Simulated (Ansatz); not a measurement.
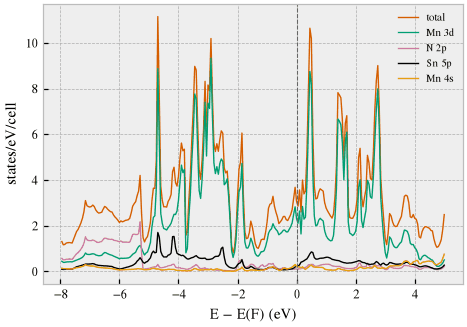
Total and projected density of states of Mn$_{3}$SnN (anti-perovskite, Pm-3m), r²SCAN (plane waves, PAW; program Ansatz)

### Question
Which orbitals carry the states next to the Fermi level?

### Answer
Within 0.5 eV of the Fermi level: Mn 3d 76 %, Sn 5p 8 %, outside the projected shells 5 %. Projections are on Löwdin-orthogonalised atomic valence shells; empty p or d shells of many metals are not among them.

### Question
Where is the tallest occupied peak in this window, and what makes it?

### Answer
Near -4.7 eV, about 11 states/eV per cell; the largest projected share is Mn 3d.

The workflow started from an entry of the Crystallography Open Database (COD). Whether it is the stable phase at ambient conditions was not checked. The r²SCAN relaxation kept the symmetry of its start; its stability against distortions is not shown here. The final state is ferromagnetic, the only order run, not a proven ground state. The program gave a warning on the electronic state, which may not be the lowest. No Hubbard U is applied. Scalar-relativistic: spin–orbit coupling is off unless named, which matters more the heavier the elements.

Potentials: the later of the program's two PAW sets.
